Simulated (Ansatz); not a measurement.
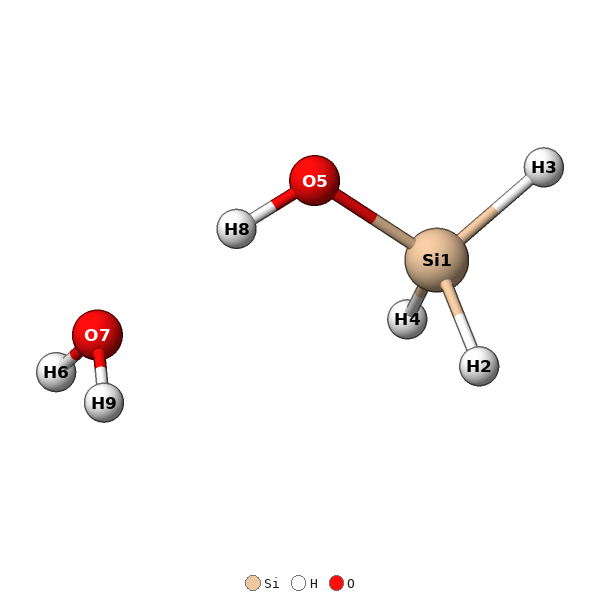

Sticks follow a distance rule. Harmonic vibrations computed with RKS PBE0-D4/def2-TZVP (Ansatz 0.2.0) at a stationary point of the same level.

Q: Minimum or transition state?

A: A minimum: no imaginary frequency, and the lowest mode lies at 59 cm⁻¹.

Q: List the wavenumbers.

A: 21 modes: 59, 64, 68, 194, 208, 224, 695, 717, 749, 903, 949, 956, 994, 1035, 1624, 2183, 2193, 2246, 3671, 3850, 3955 cm⁻¹.
